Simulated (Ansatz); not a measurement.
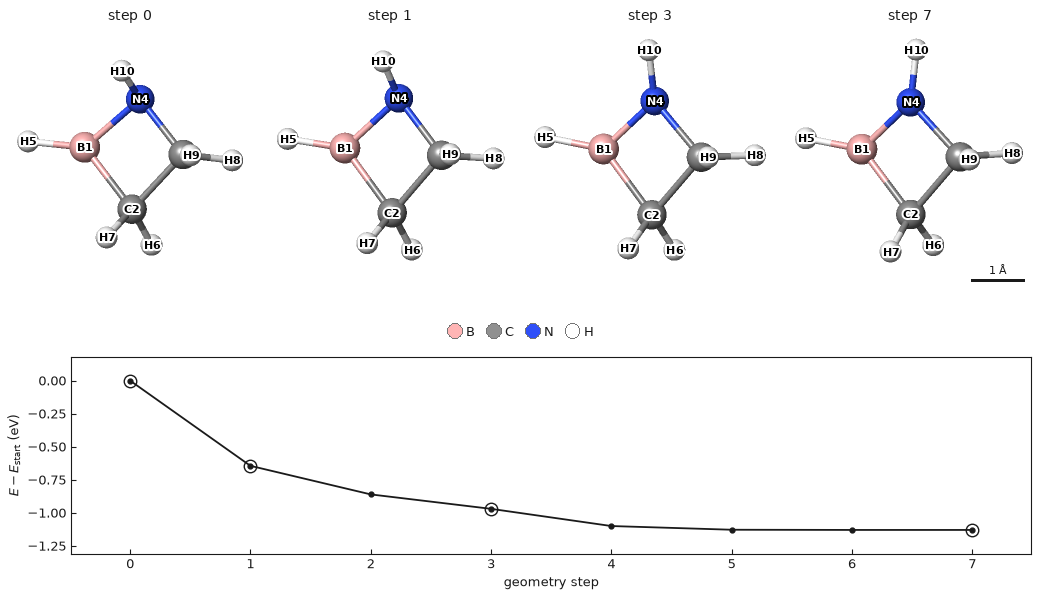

Frames of a relaxation of C₂H₆BN (coarse preliminary run), marked on the history of the run. Style: ball-and-stick. Shown at a tilt.

The start comes from a force field.

Computed with RKS PBE-D4/def2-SVP in Ansatz 0.2.0. (force threshold 0.03 eV/Å; at most 200 steps)

Question: Describe the path.

Answer: Over 7 geometry steps the energy falls by 1.129 eV. The largest force component goes from 3.4 to 0.017 eV/Å. The atom that moves furthest after the best rigid fit is an H atom (0.67 Å). By element the largest moves are H 0.67 Å, N 0.24 Å, C 0.15 Å, B 0.12 Å. Among the contacts that change: B–N 1.491 → 1.407 Å, C–C 1.486 → 1.561 Å, C–N 1.403 → 1.469 Å, C–H 1.063 → 1.114 Å. Bond angles that change, for instance: B–N–H 109.9° → 138.7°, C–N–H 113.8° → 126.7°, N–B–H 136.6° → 130.3°. From step 0 to 1: an H atom moves most (0.20 Å), energy −0.644 eV. From step 1 to 3: an H atom moves most (0.33 Å), energy −0.325 eV. From step 3 to 7: an H atom moves most (0.20 Å), energy −0.160 eV.

```json
{"step": "0", "E − E(0), eV": "0.0000", "largest force component, eV/Å": "3.3801"}
{"step": "1", "E − E(0), eV": "-0.6444", "largest force component, eV/Å": "1.4037"}
{"step": "2", "E − E(0), eV": "-0.8605", "largest force component, eV/Å": "1.6415"}
{"step": "3", "E − E(0), eV": "-0.9697", "largest force component, eV/Å": "1.2973"}
{"step": "4", "E − E(0), eV": "-1.0998", "largest force component, eV/Å": "0.5235"}
{"step": "5", "E − E(0), eV": "-1.1278", "largest force component, eV/Å": "0.1264"}
{"step": "6", "E − E(0), eV": "-1.1293", "largest force component, eV/Å": "0.0384"}
{"step": "7", "E − E(0), eV": "-1.1293", "largest force component, eV/Å": "0.0167"}
```
